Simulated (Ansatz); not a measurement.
## Electronic structure of ClH3Si···HF in real space

```xyz
7

Si   -0.4206    0.2123   -0.4164
F     0.0380   -0.8316    2.4343
H     0.7770    0.8931    0.1348
H    -0.7684    0.7649   -1.7530
H    -0.2564   -1.2606   -0.4868
Cl   -2.0526    0.6355    0.8292
H    -0.7883   -0.4136    2.3545
```

Method: RKS PBE0-D4/def2-SVP (Ansatz 0.2.0).

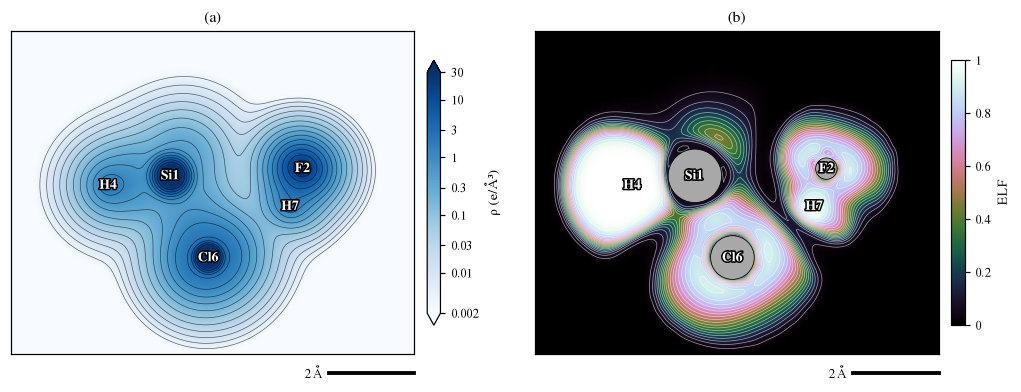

Figure 1. (a) electron density; (b) ELF on the plane of atoms H4, Si1 and Cl6. Grey discs cover the atomic cores in the ELF map.

**Describe what can be read from this map.**

- The section cuts through Si, F, H and Cl sites.
- Cl6···H7 (2.24 Å): the density falls to about 0.15 e/Å³ on the way; the ELF dips to about 0.10 between them: a closed-shell contact with the geometry of a hydrogen bond.
- Si–Cl (2.10 Å): ρ is about 0.8 e/Å³ halfway; the ELF peaks at about 0.90 between the atoms: a shared but strongly polarised pair.
- F–H (0.93 Å): ρ is about 4.6 e/Å³ halfway; the ELF climbs to about 1 towards the hydrogen, as it does in any bond to H; a covalent bond by its length.
- Si–H (1.49 Å): the density is about 0.79 e/Å³ at the midpoint; the ELF climbs to about 1 towards the hydrogen.
- The ELF also peaks beside Cl6 and F2, away from the bonds: lone-pair regions.

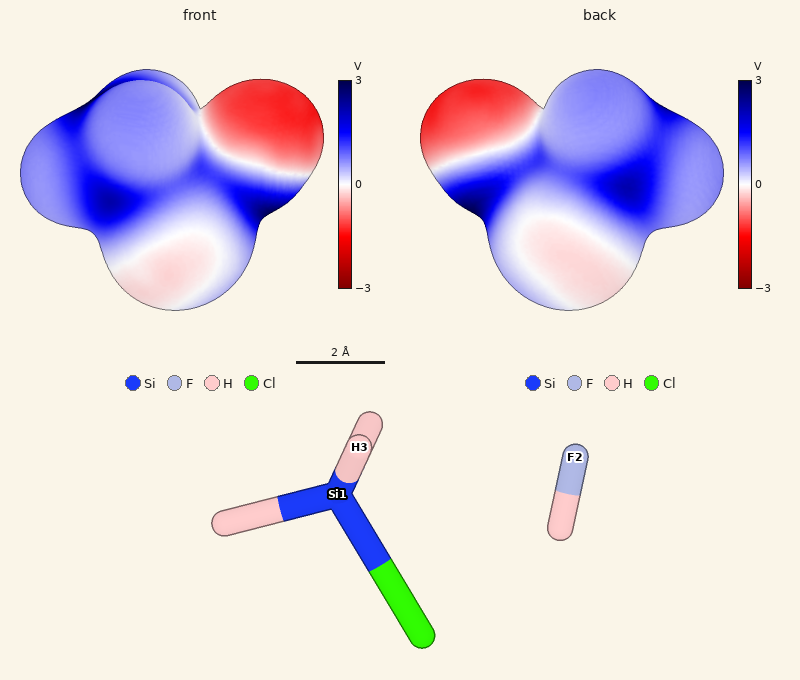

Figure 2. The molecular electrostatic potential painted on the density surface at 0.004 e/bohr³, seen from the front and from behind; red is negative and blue positive. The bare structure is drawn below in the same view.

**Which sites attract a positive test charge, and which a negative one?**

A positive charge is drawn to the negative regions and a negative charge to the positive ones. The most negative region (about −1.3 V) lies over F2, the most positive (about +2.9 V) over Si1 and H7.

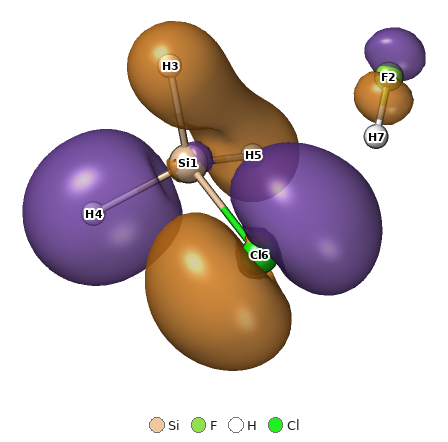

Figure 3. The HOMO−1 at ±0.1 Å⁻³ᐟ² (orange and purple are the two phases), seen at a tilt.

**Where does this orbital lie, and at what energy?**

Its weight (Hirshfeld) is mainly on Cl6 (about 55 %), Si1 (about 15 %) and H4 (about 15 %). Its energy is −9.35 eV.
